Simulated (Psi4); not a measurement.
# GaHCl2O (SMILES [OH][Ga]([Cl])[Cl]): HF/STO-3G

Aim: the energy change on altering one bond length of GaHCl2O at HF/STO-3G, from 2 runs. 

Program for the calculation: Psi4 1.11.

### 1 The structure to begin with

GaHCl2O has 5 atoms, charge 0, and is taken as a singlet. SMILES: `[OH][Ga]([Cl])[Cl]`. The coordinates come from a PBE0-D4/def2-TZVP relaxation.

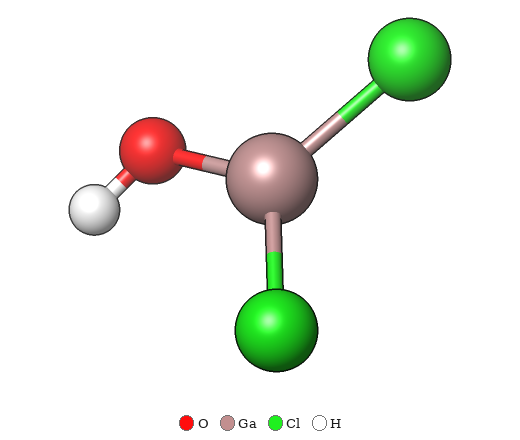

The structure, seen from a chosen angle (oxygen red, gallium pink, chlorine green, hydrogen white).

### 2 Energy and gradient at HF/STO-3G

cl2gaho.in reads:

```
memory 2200 mb

molecule m {
  0 1
  O      0.48093530     2.55982301     0.46468365
  Ga     0.22393255    -0.74549696     0.10733644
  Cl     2.83458919    -3.08951324     1.99876332
  Cl    -2.66054541    -2.33626841    -2.18414545
  H     -0.78461429     3.47218278    -0.46487263
  units bohr
  symmetry c1
  no_reorient
  no_com
}

set {
  basis         STO-3G
  reference     rhf
  puream        true
  e_convergence 1e-09
  d_convergence 1e-08
  scf_type      pk
}

E = gradient('hf')
```

Run with:

```sh
psi4 cl2gaho.in cl2gaho.out -n 1
```

cl2gaho.out, shortened:

```text
[...]
  Running in c1 symmetry.
[...]
  Nuclear repulsion =  438.684256498237289
[...]
  Multiplicity = 1
[...]
  Nalpha       = 37
  Nbeta        = 37
[...]
    Number of basis functions: 42
[...]
   @RHF iter   1: -2884.25619951972703   -2.82480e+00   1.55764e-02 DIIS/ADIIS
[...]
   @RHF iter  13: -2884.62022944595628   -4.54747e-13   4.76561e-09 DIIS
[...]
    Orbital Energies [Eh]
    ---------------------
    Doubly Occupied:
       1A   -374.703338     2A   -103.666070     3A   -103.660959
       4A    -46.771739     5A    -41.996258     6A    -41.986941
       7A    -41.986788     8A    -20.255042     9A    -10.355423
      10A    -10.351387    11A     -7.798725    12A     -7.794639
      13A     -7.794050    14A     -7.793617    15A     -7.790036
      16A     -7.789717    17A     -5.872547    18A     -4.020731
      19A     -4.017478    20A     -4.014541    21A     -1.271504
      22A     -1.018252    23A     -1.003047    24A     -0.617526
      25A     -0.524749    26A     -0.467957    27A     -0.450400
      28A     -0.449609    29A     -0.447079    30A     -0.442888
      31A     -0.441754    32A     -0.412798    33A     -0.391512
      34A     -0.384034    35A     -0.383283    36A     -0.369977
[...]
  @RHF Final Energy: -2884.62022944595628
   => Energetics <=
    Nuclear Repulsion Energy =            438.6842564982372892
    One-Electron Energy =               -4906.9158688229763357
    Two-Electron Energy =                1583.6113828787827060
    Total Energy =                      -2884.6202294459562836
[...]
 Multipole Moments:
 ------------------------------------------------------------------------------------
     Multipole            Electronic (a.u.)      Nuclear  (a.u.)        Total (a.u.)
 ------------------------------------------------------------------------------------
 L = 1.  Multiply by 2.5417464519 to convert [e a0] to [Debye]
 Dipole X            :        -13.2506063           12.9635214           -0.2870849
 Dipole Y            :         92.3003547          -91.3979269            0.9024278
 Dipole Z            :         -3.6060242            3.4285300           -0.1774942
 Magnitude           :                                                    0.9634821
[...]
  -Total Gradient:
     Atom            X                  Y                   Z
    ------   -----------------  -----------------  -----------------
       1       -0.015133025660     0.094016769618    -0.007087055141
       2       -0.004373506945    -0.057403613475    -0.006144172687
       3        0.017141885169    -0.014836345379     0.012443916395
       4       -0.017939464787    -0.008838603247    -0.014197365734
       5        0.020304112248    -0.012938207528     0.014984677166
[...]
```

Run time: 5.7 s. Hardware: 1 thread of Intel Xeon Platinum 8259CL at 2.50GHz (Skylake/Cascade Lake), shared host; peak memory 0.2 GiB.

### 3 The distorted shape: a single-point energy at HF/STO-3G

cl2gaho_ase.py reads:

```python
import numpy as np
from ase.calculators.psi4 import Psi4
from ase import Atoms

a = Atoms(['O', 'Ga', 'Cl', 'Cl', 'H'], positions=[
    [0.589329, 1.113215, 0.491835],
    [0.453329, -0.635885, 0.302735],
    [1.834829, -1.876285, 1.303635],
    [-1.073071, -1.477685, -0.909865],
    [-0.415200, 1.837400, -0.246000],
])
calc = Psi4(atoms=a, method='hf', basis='STO-3G', memory='2200MB', num_threads=1, charge=0, multiplicity=1, label='psi4-calc')
calc.psi4.set_options({'puream': True, 'e_convergence': 1e-09, 'd_convergence': 1e-08, 'scf_type': 'pk'})
a.calc = calc

print(f'energy: {a.get_potential_energy():.6f} eV')
```

Run with:

```sh
python cl2gaho_ase.py
```

psi4-calc.dat, shortened:

```text
[...]
  Running in c1 symmetry.
[...]
  Nuclear repulsion =  435.981341025170025
[...]
  Multiplicity = 1
[...]
  Nalpha       = 37
  Nbeta        = 37
[...]
    Number of basis functions: 42
[...]
   @RHF iter   1: -2884.10090320166819   -3.03037e+00   1.55304e-02 DIIS/ADIIS
[...]
   @RHF iter  15: -2884.50432736637686   -4.54747e-13   5.31286e-09 DIIS
[...]
    Orbital Energies [Eh]
    ---------------------
    Doubly Occupied:
       1A   -374.707819     2A   -103.668575     3A   -103.659658
       4A    -46.776273     5A    -42.000557     6A    -41.991751
       7A    -41.991298     8A    -20.277506     9A    -10.357896
      10A    -10.350079    11A     -7.801201    12A     -7.796492
      13A     -7.796149    14A     -7.793270    15A     -7.788737
      16A     -7.788405    17A     -5.876410    18A     -4.024243
      19A     -4.021127    20A     -4.018855    21A     -1.210927
      22A     -1.018610    23A     -1.003188    24A     -0.544029
      25A     -0.484838    26A     -0.466096    27A     -0.449909
      28A     -0.449438    29A     -0.446787    30A     -0.446383
      31A     -0.443653    32A     -0.401436    33A     -0.392575
      34A     -0.387943    35A     -0.382632    36A     -0.364644
[...]
  @RHF Final Energy: -2884.50432736637686
   => Energetics <=
    Nuclear Repulsion Energy =            435.9813410251700247
    One-Electron Energy =               -4901.5124331178667489
    Two-Electron Energy =                1581.0267647263201525
    Total Energy =                      -2884.5043273663768559
[...]
 Multipole Moments:
 ------------------------------------------------------------------------------------
     Multipole            Electronic (a.u.)      Nuclear  (a.u.)        Total (a.u.)
 ------------------------------------------------------------------------------------
 L = 1.  Multiply by 2.5417464519 to convert [e a0] to [Debye]
 Dipole X            :          0.6458071           -0.8605454           -0.2147383
 Dipole Y            :         -1.3469353            2.2140756            0.8671404
 Dipole Z            :          0.4312863           -0.5548603           -0.1235739
 Magnitude           :                                                    0.9018400
[...]
```

On the terminal:

```text
energy: -78491.360741 eV
```

It took 3.6 s on 1 thread of Intel Xeon Platinum 8259CL at 2.50GHz (Skylake/Cascade Lake), shared host; peak memory 0.24 GiB.

### 4 Outcome

Level: HF/STO-3G.

| quantity | value |
| --- | --- |
| first shape: total energy | -2884.62023 Eh |
| first shape: dipole moment | 2.45 D |
| first shape: HOMO energy | -9.53 eV |
| first shape: LUMO energy | 4.47 eV |
| first shape: HOMO–LUMO gap | 14.00 eV |
| first shape: largest force on an atom | 4.910 eV/Å |
| distorted shape: total energy | -2884.50433 Eh |
| distorted shape: dipole moment | 2.29 D |
| distorted shape: HOMO energy | -9.53 eV |
| distorted shape: LUMO energy | 4.45 eV |
| distorted shape: HOMO–LUMO gap | 13.97 eV |
| energy change with the O1–H5 bond stretched from 0.961 to 1.442 Å | 3.154 eV |

What this shows: With the O1–H5 bond stretched from 0.961 to 1.442 Å the energy rises by 3.15 eV (304 kJ/mol). The first shape isn't relaxed at this level, so the change isn't measured from a minimum. The minimal basis adds a large error of its own. The largest force (first shape) is 4.91 eV/Å: the shape isn't a stationary point for this species at this level.
